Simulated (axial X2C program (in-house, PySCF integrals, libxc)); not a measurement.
# All-electron X2C curves of GeS⁻

Aim: find the lowest determinant of GeS⁻, scan the bond at several levels and fit the constants, once spin-free and once with spin–orbit coupling.

Computed with an in-house X2C program for linear molecules on PySCF integrals. Level: all-electron X2C, Ge dyall-acv3z, S dyall-av3z.

All values are calculated.

### 1 Input

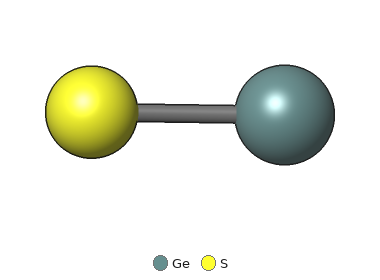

The two atoms at 2.050 Å (germanium teal, sulfur yellow).

File task.json:

```json
{"zs": [32, 16], "q": -1, "bas": ["dyall-acv3z", "dyall-av3z"], "levels": ["PBE0", "HF", "PBE50"], "cc": true, "r0": 2.05, "thr": -1.0, "nmax": 90, "npts": 10, "nst": 2, "ntry": 6}
```

Keys: zs atomic numbers; q charge; bas basis sets; levels methods (HF also brings MP2); cc coupled cluster on or off; r0 starting distance in Å; thr threshold in hartree for freezing inner shells (an s shell follows its p shell); nmax most natural virtual spinors; npts points asked for on the curve; nst determinants followed; ntry starts of the search.

Run with:

```
> python so2c.py task.json out
```

Spin-free means the one-electron spin-free X2C Hamiltonian; two-component (2c) means X2C with spin–orbit coupling and atomic mean-field two-electron Coulomb and Gaunt terms. Basis: Ge dyall-acv3z contracted to [10s10p8d5f1g], S dyall-av3z contracted to [9s8p3d2f]; Gaussian nuclei, density fitting. Masses: Ge 73.921 u, S 31.972 u.

Notation: σ, π±, δ± give the projection m of an orbital's angular momentum (0, ±1, ±2), α and β its spin, Λ and M_S the sums; ω is the projection of a spinor's total angular momentum and Ω the sum. Logs are in hartree.

The results follow Hamiltonian by Hamiltonian and level by level.

### 2 Search for the lowest determinant

PBE0 moves the distance from 2.050 Å to 2.116 Å and compares determinants there.

Spin-free determinants:

```csv
ΔE (eV),state,open shells
0.00,"M_S = 1/2, Λ = 1",beyond closed shells: π+α
1.26,"M_S = 1/2, Λ = 0",beyond closed shells: σα
2.59,"M_S = 3/2, Λ = 0","beyond closed shells: σα, π+α, π-α"
2.69,"M_S = 3/2, Λ = 1","beyond closed shells: 2 × π+α, π+β, 2 × π-α"
3.14,"M_S = 1/2, Λ = 0","beyond closed shells: σβ, π+α, π-α"
3.44,"M_S = 1/2, Λ = 1","beyond closed shells: π+α, 2 × π+β, 2 × π-α"
3.66,"M_S = 1/2, Λ = 2",beyond closed shells: δ+α
```

Two-component determinants:

```csv
ΔE (eV),state,open shells
0.00,Ω = 1/2,excess of +ω over −ω: ω = 1/2
0.08,Ω = 3/2,excess of +ω over −ω: ω = 3/2
2.71,Ω = 5/2,"excess of +ω over −ω: ω = -1/2, 2 × ω = 3/2"
2.76,Ω = 1/2,"excess of +ω over −ω: 2 × ω = -1/2, ω = 3/2"
3.38,Ω = 3/2,excess of +ω over −ω: ω = 3/2
3.46,Ω = 7/2,"excess of +ω over −ω: ω = 1/2, 2 × ω = 3/2"
3.51,Ω = 5/2,"excess of +ω over −ω: 2 × ω = 1/2, ω = 3/2"
```

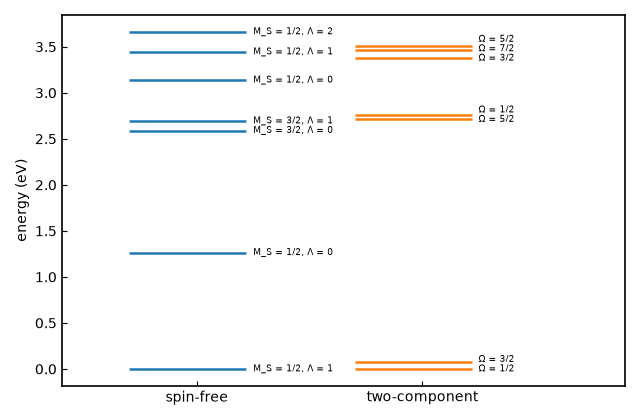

The determinants found, each set from its own lowest.

### 3 PBE0, spin-free

State followed: M_S = 1/2, Λ = 1 (beyond closed shells: π+α). The scan is laid around 2.116 Å, a first estimate of the minimum, and this SCF restarts from the orbitals of the search.

Output at 2.116 Å:

```text
spin-free X2C-1e  PBE0
basis functions 186  fitting functions 1004  grid points 5077
iter        total energy     max residual
   1      -2497.835953776     6.66e-06
   2      -2497.835953780     6.69e-06
   3      -2497.835953781     2.58e-06
converged
one-electron -3740.63912226  Coulomb 1220.57047490  exact exchange -25.94629473  xc functional -79.86389070  nuclear repulsion 128.04287901
```

Along the bond, energies from the lowest point:

| R (Å) | E (eV) | μ (D) | HOMO (eV) | LUMO (eV) | iterations |
| --- | --- | --- | --- | --- | --- |
| 1.841 | 1.0196 | 0.61 | 1.42 | 2.58 | 14 |
| 1.926 | 0.4193 | -0.26 | 1.31 | 2.57 | 14 |
| 1.989 | 0.1644 | -0.85 | 1.21 | 2.54 | 13 |
| 2.053 | 0.0341 | -1.41 | 1.10 | 2.48 | 13 |
| 2.116 | 0.0000 | -1.94 | 0.99 | 2.41 | 3 |
| 2.190 | 0.0515 | -2.51 | 0.84 | 2.31 | 13 |
| 2.264 | 0.1746 | -3.05 | 0.70 | 2.20 | 14 |
| 2.359 | 0.4047 | -3.69 | 0.51 | 2.04 | 14 |
| 2.476 | 0.7516 | -4.39 | 0.29 | 1.85 | 15 |
| 2.645 | 1.3036 | -5.15 | 0.02 | 1.58 | 17 |

Dipoles are positive if S is the positive end and refer to the centre of mass.

Outer orbitals at the reference distance:

```csv
symmetry,occupied,ε (eV),atomic character
δ+α,yes,-27.22,100% Ge d
δ-α,yes,-27.20,100% Ge d
δ-β,yes,-27.14,100% Ge d
δ+β,yes,-27.14,100% Ge d
σα,yes,-27.13,100% Ge d
π+α,yes,-27.11,100% Ge d
σβ,yes,-27.11,100% Ge d
π-α,yes,-27.10,100% Ge d
π-β,yes,-27.07,100% Ge d
π+β,yes,-27.07,100% Ge d
σα,yes,-13.57,"63% S s, 14% Ge s, 10% Ge p"
σβ,yes,-13.42,"63% S s, 12% Ge s, 11% Ge p"
σα,yes,-7.47,"49% Ge s, 28% S p, 11% S s"
σβ,yes,-6.87,"48% Ge s, 31% S p, 11% S s"
π+α,yes,-2.37,"68% S p, 23% Ge p, 4% Ge d"
σα,yes,-2.35,"45% S p, 35% Ge p, 13% Ge s"
π-α,yes,-2.10,"68% S p, 22% Ge p, 5% Ge d"
σβ,yes,-2.10,"42% S p, 36% Ge p, 15% Ge s"
π-β,yes,-1.94,"72% S p, 18% Ge p, 6% Ge d"
π+β,yes,-1.94,"72% S p, 18% Ge p, 6% Ge d"
π+α,yes,0.99,"58% Ge p, 15% S p, 12% Ge d"
π-α,no,2.41,"65% Ge p, 12% Ge d, 12% S p"
σα,no,2.92,"78% Ge p, 19% Ge s"
π+β,no,2.97,"74% Ge p, 10% Ge d, 8% S p"
π-β,no,2.97,"74% Ge p, 10% Ge d, 8% S p"
```

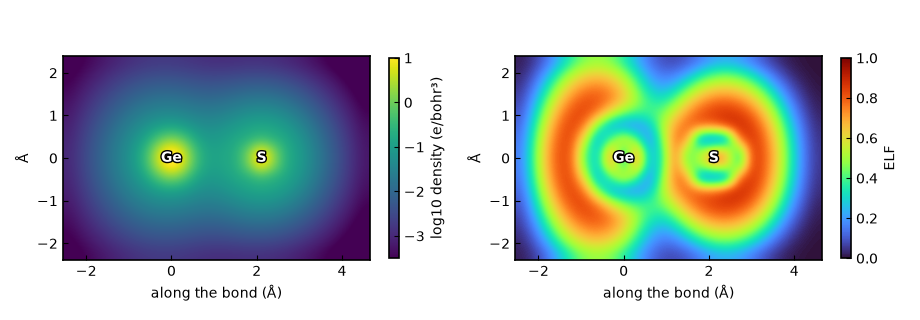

PBE0 fields in a plane through the axis, from a grid of 0.3 Å; Ge lies at z = 0 and S at z = 2.116 Å; the ELF is damped to zero where the density is low.

Re = 2.111 Å, ωe = 474 cm⁻¹, ωexe = 1.42 cm⁻¹, Be = 0.1695 cm⁻¹, De = 4.17 eV, μ = -1.90 D.

### 4 HF, spin-free

The SCF at the reference distance of 2.116 Å:

```text
spin-free X2C-1e  HF
basis functions 186  fitting functions 1004  grid points 5077
iter        total energy     max residual
   1      -2495.810947276     2.87e-01
   2      -2495.838368129     6.86e-03
   3      -2495.839562138     4.00e-03
   4      -2495.839819027     1.09e-03
   5      -2495.839932000     6.54e-04
   6      -2495.839975176     3.80e-04
   7      -2495.839987518     2.46e-04
   8      -2495.839994324     1.24e-04
   9      -2495.839996507     1.27e-04
  10      -2495.839998223     8.33e-05
  11      -2495.839999322     4.11e-05
  12      -2495.839999616     1.35e-05
  13      -2495.839999670     5.85e-06
  14      -2495.839999675     2.90e-06
  15      -2495.839999676     9.36e-07
converged
one-electron -3740.60390610  Coulomb 1220.64655603  exact exchange -103.92552862  xc functional 0.00000000  nuclear repulsion 128.04287901
```

No constants are quoted: the solution changes its character somewhere along the scan, so the fit is set aside.

### 5 PBE50, spin-free

Output at 2.116 Å:

```text
spin-free X2C-1e  PBE50
basis functions 186  fitting functions 1004  grid points 5077
iter        total energy     max residual
   1      -2497.881941558     9.57e-02
   2      -2497.885740529     5.05e-03
   3      -2497.885788971     5.32e-03
   4      -2497.886066650     4.21e-04
   5      -2497.886075745     1.94e-04
   6      -2497.886078329     1.75e-04
   7      -2497.886080149     3.77e-05
   8      -2497.886080382     2.03e-05
   9      -2497.886080423     1.26e-05
  10      -2497.886080442     8.03e-06
  11      -2497.886080448     1.78e-06
  12      -2497.886080448     5.87e-07
converged
one-electron -3741.18945399  Coulomb 1221.17733207  exact exchange -51.92940201  xc functional -53.98743554  nuclear repulsion 128.04287901
```

Re = 2.092 Å, ωe = 498 cm⁻¹, ωexe = 1.4 cm⁻¹, Be = 0.1725 cm⁻¹, De = 4.01 eV, μ = -2.16 D.

### 6 Correlated methods, spin-free

Correlated methods: 11 electrons correlated (frozen shells, counted by type: Ge 3 s, 2 p, 1 d; S 2 s, 1 p), 265 virtual spinors in MP2, 90 natural virtuals in coupled cluster.

Output of the correlated part at 2.116 Å:

```text
correlated 11  virtual 265  natural virtual 90  E(MP2) -0.272508660  MP2 remainder -0.010687375
iter   CCSD correlation   residual
   1     -0.273496821   1.38e-01
   2     -0.281325321   5.58e-02
   3     -0.283804812   2.49e-02
   4     -0.283866810   9.75e-03
   5     -0.283981713   4.32e-03
   6     -0.283991470   1.73e-03
   7     -0.283998485   6.37e-04
   8     -0.284003428   2.97e-04
   9     -0.284000403   1.51e-04
  10     -0.284001578   6.77e-05
  11     -0.284001130   2.16e-05
  12     -0.284001371   7.83e-06
  13     -0.284001394   2.94e-06
  14     -0.284001400   1.11e-06
(T) -0.017117618  T1 0.0318  D1 0.0618  max T2 0.059
```

T1 in the output is the amplitude norm over the root of the electron number; divide by √2 for the Lee–Taylor value.

MP2: No constants are quoted: the reference changes its character somewhere along the scan, so the fit is set aside.

CCSD: No constants are quoted: the reference changes its character somewhere along the scan, so the fit is set aside.

CCSD(T): No constants are quoted: the reference changes its character somewhere along the scan, so the fit is set aside.

### 7 A higher determinant, spin-free

State: M_S = 1/2, Λ = 0 (beyond closed shells: σα).

Output at the reference distance:

```text
spin-free X2C-1e  PBE0
basis functions 186  fitting functions 1004  grid points 5077
iter        total energy     max residual
   1      -2497.789523262     2.62e-06
   2      -2497.789523262     3.79e-06
converged
one-electron -3735.41222744  Coulomb 1215.27513753  exact exchange -25.91848805  xc functional -79.77682432  nuclear repulsion 128.04287901
```

| R (Å) | E above the lowest PBE0 point (eV) |
| --- | --- |
| 1.841 | 1.823 |
| 1.926 | 1.386 |
| 1.989 | 1.222 |
| 2.053 | 1.198 |
| 2.116 | 1.263 |
| 2.190 | 1.420 |
| 2.264 | 1.633 |
| 2.359 | 1.951 |
| 2.476 | 2.356 |

No constants are quoted: the solution changes its character somewhere along the scan, so the fit is set aside.

### 8 The spin-free curves together

Energy (eV) of the followed determinant, spin-free, from each level's lowest point:

| R (Å) | PBE0 | HF (jumps) | MP2 (its reference jumps) | CCSD (its reference jumps) | CCSD(T) (its reference jumps) | PBE50 |
| --- | --- | --- | --- | --- | --- | --- |
| 1.841 | 1.020 | 1.055 | 1.137 | n/a | n/a | 0.939 |
| 1.926 | 0.419 | 0.431 | 0.486 | 0.492 | 0.526 | 0.358 |
| 1.989 | 0.164 | 0.166 | 0.203 | 0.206 | 0.230 | 0.121 |
| 2.053 | 0.034 | 0.032 | 0.051 | 0.052 | 0.064 | 0.012 |
| 2.116 | 0.000 | 0.000 | 0.000 | 0.000 | 0.000 | 0.000 |
| 2.190 | 0.052 | 0.059 | 0.037 | 0.036 | 0.021 | 0.079 |
| 2.264 | 0.175 | 0.194 | 0.151 | 0.148 | 0.118 | 0.231 |
| 2.359 | 0.405 | 0.444 | 0.377 | 0.371 | 0.322 | 0.499 |
| 2.476 | 0.752 | 0.677 | 1.394 | n/a | n/a | 0.892 |
| 2.645 | 1.304 | 0.933 | 1.910 | n/a | n/a | 1.497 |

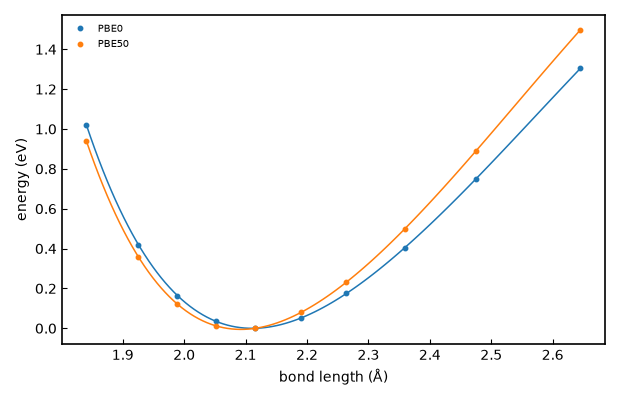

Curves of the followed state, spin-free, each from its own lowest point. Left out: HF, MP2, CCSD, CCSD(T).

### 9 PBE0, 2c

State followed: Ω = 1/2 (excess of +ω over −ω: ω = 1/2). The scan is laid around 2.116 Å, a first estimate of the minimum, and this SCF restarts from the orbitals of the search.

Output at 2.116 Å:

```text
two-component X2C + atomic mean field  PBE0
basis functions 186  fitting functions 1004  grid points 5077
iter        total energy     max residual
   1      -2497.105928962     1.04e-05
   2      -2497.105928964     1.02e-05
   3      -2497.105928968     3.97e-06
   4      -2497.105928968     2.47e-06
converged
one-electron -3738.81603833  Coulomb 1220.22496472  exact exchange -25.93791759  xc functional -79.83798595  nuclear repulsion 128.04287901  atomic mean-field constant -0.78183083
```

Along the bond, energies from the lowest point:

| R (Å) | E (eV) | μ (D) | HOMO (eV) | LUMO (eV) | iterations |
| --- | --- | --- | --- | --- | --- |
| 1.841 | 1.0315 | 0.52 | 1.41 | 2.61 | 14 |
| 1.926 | 0.4268 | -0.34 | 1.30 | 2.61 | 13 |
| 1.989 | 0.1691 | -0.93 | 1.20 | 2.58 | 13 |
| 2.053 | 0.0363 | -1.48 | 1.08 | 2.53 | 13 |
| 2.116 | 0.0000 | -2.00 | 0.96 | 2.46 | 4 |
| 2.190 | 0.0493 | -2.57 | 0.82 | 2.36 | 13 |
| 2.264 | 0.1705 | -3.11 | 0.67 | 2.25 | 14 |
| 2.359 | 0.3987 | -3.75 | 0.48 | 2.10 | 13 |
| 2.476 | 0.7440 | -4.45 | 0.26 | 1.90 | 15 |
| 2.645 | 1.2961 | -5.23 | -0.02 | 1.63 | 17 |

Dipoles are positive if S is the positive end and refer to the centre of mass.

Outer spinors at the reference distance:

| ω | occupied | ε (eV) | atomic character | λ mixture |
| --- | --- | --- | --- | --- |
| 3/2 | yes | -27.49 | 100% Ge d | 87% δ, 13% π |
| -3/2 | yes | -27.42 | 100% Ge d | 82% δ, 18% π |
| 1/2 | yes | -27.41 | 100% Ge d | 60% π, 40% σ |
| -1/2 | yes | -27.39 | 100% Ge d | 54% π, 46% σ |
| -5/2 | yes | -26.95 | 100% Ge d | 100% δ |
| 5/2 | yes | -26.89 | 100% Ge d | 100% δ |
| 1/2 | yes | -26.86 | 100% Ge d | 60% σ, 40% π |
| -1/2 | yes | -26.86 | 100% Ge d | 54% σ, 46% π |
| -3/2 | yes | -26.86 | 100% Ge d | 82% π, 18% δ |
| 3/2 | yes | -26.84 | 100% Ge d | 87% π, 13% δ |
| -1/2 | yes | -13.55 | 63% S s, 14% Ge s, 10% Ge p | 100% σ |
| 1/2 | yes | -13.39 | 63% S s, 12% Ge s, 11% Ge p | 100% σ |
| -1/2 | yes | -7.44 | 49% Ge s, 28% S p, 11% S s | 100% σ |
| 1/2 | yes | -6.84 | 48% Ge s, 31% S p, 11% S s | 100% σ |
| 1/2 | yes | -2.38 | 68% S p, 24% Ge p, 4% Ge d | 100% π |
| -1/2 | yes | -2.32 | 45% S p, 35% Ge p, 13% Ge s | 100% σ |
| 1/2 | yes | -2.07 | 42% S p, 36% Ge p, 15% Ge s | 100% σ |
| -3/2 | yes | -2.05 | 69% S p, 22% Ge p, 5% Ge d | 100% π |
| -1/2 | yes | -1.94 | 71% S p, 18% Ge p, 6% Ge d | 100% π |
| 3/2 | yes | -1.89 | 72% S p, 18% Ge p, 6% Ge d | 100% π |
| 1/2 | yes | 0.96 | 57% Ge p, 16% S p, 12% Ge d | 100% π |
| -3/2 | no | 2.46 | 66% Ge p, 12% Ge d, 11% S p | 100% π |
| -1/2 | no | 2.93 | 80% Ge p, 17% Ge s | 99% σ, 1% π |
| -1/2 | no | 2.96 | 73% Ge p, 10% Ge d, 8% S p | 99% π, 1% σ |
| 3/2 | no | 3.00 | 75% Ge p, 9% Ge d, 8% S p | 100% π |

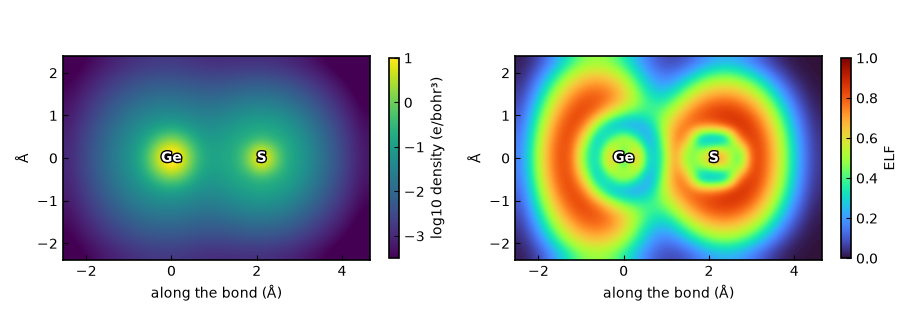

PBE0 fields in a plane through the axis, from a grid of 0.3 Å; Ge lies at z = 0 and S at z = 2.116 Å; the ELF is damped to zero where the density is low.

Re = 2.113 Å, ωe = 474 cm⁻¹, ωexe = 1.41 cm⁻¹, Be = 0.1692 cm⁻¹, De = 4.20 eV, μ = -1.98 D.

### 10 HF, 2c

Output at 2.116 Å:

```text
two-component X2C + atomic mean field  HF
basis functions 186  fitting functions 1004  grid points 5077
iter        total energy     max residual
   1      -2495.081695802     2.87e-01
   2      -2495.109068149     6.89e-03
   3      -2495.110256180     3.99e-03
   4      -2495.110511295     1.09e-03
   5      -2495.110622408     6.42e-04
   6      -2495.110664283     3.88e-04
   7      -2495.110676142     2.38e-04
   8      -2495.110682659     1.23e-04
   9      -2495.110684765     1.25e-04
  10      -2495.110686406     8.04e-05
  11      -2495.110687426     3.87e-05
  12      -2495.110687683     1.24e-05
  13      -2495.110687728     5.66e-06
  14      -2495.110687733     2.80e-06
  15      -2495.110687733     8.97e-07
converged
one-electron -3738.77674103  Coulomb 1220.29670375  exact exchange -103.89169863  xc functional 0.00000000  nuclear repulsion 128.04287901  atomic mean-field constant -0.78183083
```

No constants are quoted: the solution changes its character somewhere along the scan, so the fit is set aside.

### 11 PBE50, 2c

Output at 2.116 Å:

```text
two-component X2C + atomic mean field  PBE50
basis functions 186  fitting functions 1004  grid points 5077
iter        total energy     max residual
   1      -2497.152245589     9.59e-02
   2      -2497.156034747     5.04e-03
   3      -2497.156081496     5.32e-03
   4      -2497.156357059     4.09e-04
   5      -2497.156365673     1.90e-04
   6      -2497.156368029     1.70e-04
   7      -2497.156369687     3.78e-05
   8      -2497.156369901     1.98e-05
   9      -2497.156369939     1.21e-05
  10      -2497.156369956     7.68e-06
  11      -2497.156369961     1.71e-06
  12      -2497.156369962     5.61e-07
converged
one-electron -3739.35895881  Coulomb 1220.82415669  exact exchange -51.91250198  xc functional -53.97011404  nuclear repulsion 128.04287901  atomic mean-field constant -0.78183083
```

Re = 2.094 Å, ωe = 497 cm⁻¹, ωexe = 1.4 cm⁻¹, Be = 0.1723 cm⁻¹, De = 4.04 eV, μ = -2.23 D.

### 12 Correlated methods, 2c

Correlated methods: 11 electrons correlated (frozen shells, counted by type: Ge 3 s, 2 p, 1 d; S 2 s, 1 p), 265 virtual spinors in MP2, 90 natural virtuals in coupled cluster.

Output of the correlated part at 2.116 Å:

```text
correlated 11  virtual 265  natural virtual 90  E(MP2) -0.272303027  MP2 remainder -0.010681774
iter   CCSD correlation   residual
   1     -0.273369476   1.37e-01
   2     -0.281181960   5.54e-02
   3     -0.283637278   2.47e-02
   4     -0.283697702   9.66e-03
   5     -0.283810898   4.27e-03
   6     -0.283820287   1.70e-03
   7     -0.283827069   6.25e-04
   8     -0.283831858   2.91e-04
   9     -0.283828865   1.48e-04
  10     -0.283830003   6.60e-05
  11     -0.283829578   2.08e-05
  12     -0.283829816   7.50e-06
  13     -0.283829839   2.81e-06
  14     -0.283829846   1.07e-06
(T) -0.017061695  T1 0.0316  D1 0.0620  max T2 0.059
```

MP2: No constants are quoted: the reference changes its character somewhere along the scan, so the fit is set aside.

CCSD: No constants are quoted: the reference changes its character somewhere along the scan, so the fit is set aside.

CCSD(T): No constants are quoted: the reference changes its character somewhere along the scan, so the fit is set aside.

### 13 A higher determinant, 2c

State: Ω = 3/2 (excess of +ω over −ω: ω = 3/2).

Output at the reference distance:

```text
two-component X2C + atomic mean field  PBE0
basis functions 186  fitting functions 1004  grid points 5077
iter        total energy     max residual
   1      -2497.102968564     1.06e-05
   2      -2497.102968570     1.30e-05
   3      -2497.102968574     3.70e-06
   4      -2497.102968575     2.10e-06
converged
one-electron -3738.68016052  Coulomb 1220.08804196  exact exchange -25.93687858  xc functional -79.83501961  nuclear repulsion 128.04287901  atomic mean-field constant -0.78183083
```

| R (Å) | E above the lowest PBE0 point (eV) |
| --- | --- |
| 1.841 | 1.093 |
| 1.926 | 0.496 |
| 1.989 | 0.243 |
| 2.053 | 0.114 |
| 2.116 | 0.081 |
| 2.190 | 0.133 |
| 2.264 | 0.257 |
| 2.359 | 0.488 |
| 2.476 | 0.835 |

Re = 2.110 Å, ωe = 475 cm⁻¹, ωexe = 1.42 cm⁻¹, Be = 0.1696 cm⁻¹, μ = -1.81 D. Te = 0.08 eV.

### 14 The 2c curves together

Energy (eV) of the followed determinant, 2c, from each level's lowest point:

| R (Å) | PBE0 | HF (jumps) | MP2 (its reference jumps) | CCSD (its reference jumps) | CCSD(T) (its reference jumps) | PBE50 |
| --- | --- | --- | --- | --- | --- | --- |
| 1.841 | 1.031 | 1.070 | 1.148 | n/a | n/a | 0.950 |
| 1.926 | 0.427 | 0.440 | 0.493 | 0.499 | 0.532 | 0.365 |
| 1.989 | 0.169 | 0.171 | 0.208 | 0.211 | 0.234 | 0.126 |
| 2.053 | 0.036 | 0.035 | 0.053 | 0.054 | 0.066 | 0.014 |
| 2.116 | 0.000 | 0.000 | 0.000 | 0.000 | 0.000 | 0.000 |
| 2.190 | 0.049 | 0.057 | 0.035 | 0.034 | 0.019 | 0.077 |
| 2.264 | 0.171 | 0.190 | 0.147 | 0.144 | 0.115 | 0.227 |
| 2.359 | 0.399 | 0.437 | 0.370 | 0.364 | 0.315 | 0.493 |
| 2.476 | 0.744 | 0.688 | 1.381 | n/a | n/a | 0.884 |
| 2.645 | 1.296 | 0.948 | 1.914 | n/a | n/a | 1.493 |

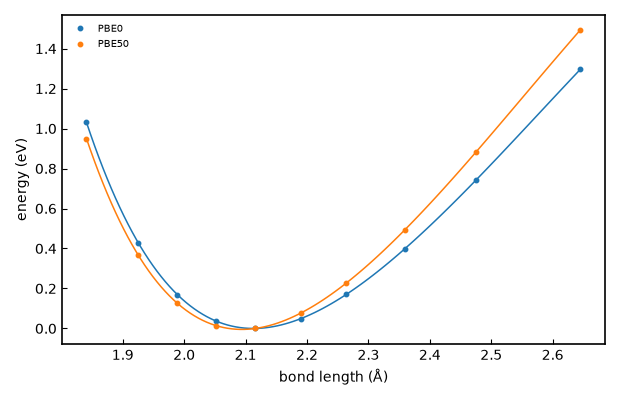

Curves of the followed state, 2c, each from its own lowest point. Left out: HF, MP2, CCSD, CCSD(T).

Time for the job: 3 min (1 thread of Arm Neoverse V1, shared host); peak memory 0.71 GiB.

### 15 Results

Lowest determinant that the search found at its distance, spin-free: M_S = 1/2, Λ = 1 (beyond closed shells: π+α).

Lowest determinant that the search found at its distance, 2c: Ω = 1/2 (excess of +ω over −ω: ω = 1/2).

| Hamiltonian | level | Re (Å) | ωe (cm⁻¹) | De (eV) |
| --- | --- | --- | --- | --- |
| spin-free | PBE0 | 2.111 | 474 | 4.17 |
| spin-free | PBE50 | 2.092 | 498 | 4.01 |
| 2c | PBE0 | 2.113 | 474 | 4.20 |
| 2c | PBE50 | 2.094 | 497 | 4.04 |

No constants: spin-free HF (the solution changes its character somewhere along the scan, so the fit is set aside); spin-free MP2 (the reference changes its character somewhere along the scan, so the fit is set aside); spin-free CCSD (the reference changes its character somewhere along the scan, so the fit is set aside); spin-free CCSD(T) (the reference changes its character somewhere along the scan, so the fit is set aside); 2c HF (the solution changes its character somewhere along the scan, so the fit is set aside); 2c MP2 (the reference changes its character somewhere along the scan, so the fit is set aside); 2c CCSD (the reference changes its character somewhere along the scan, so the fit is set aside); 2c CCSD(T) (the reference changes its character somewhere along the scan, so the fit is set aside).

Time per point (s) on 1 thread of Arm Neoverse V1, shared host (2c runs); the times are rough: PBE0 0.83, PBE50 0.91.

At PBE0, going from spin-free to two-component changes Re by +2 mÅ, ωe by -0.2 %, which is small (part of it comes from the scalar share of the two-electron terms). De moves by +0.03 eV; both De rest on single-determinant atoms, which can miss part of an open shell's spin–orbit lowering. The highest occupied level is positive at the mean-field levels quoted, but negative in the Hartree–Fock runs, so self-interaction plays a part.

De refers to Ge + S-, each in the lowest determinant found, which need not be this curve's own limit. The state is a single determinant with fixed occupations, the lowest that a limited PBE0 search found. De is counted from the lowest determinant-based energies of the atoms at the same level, without counterpoise correction. Density functionals use the spin component along the axis (collinear).
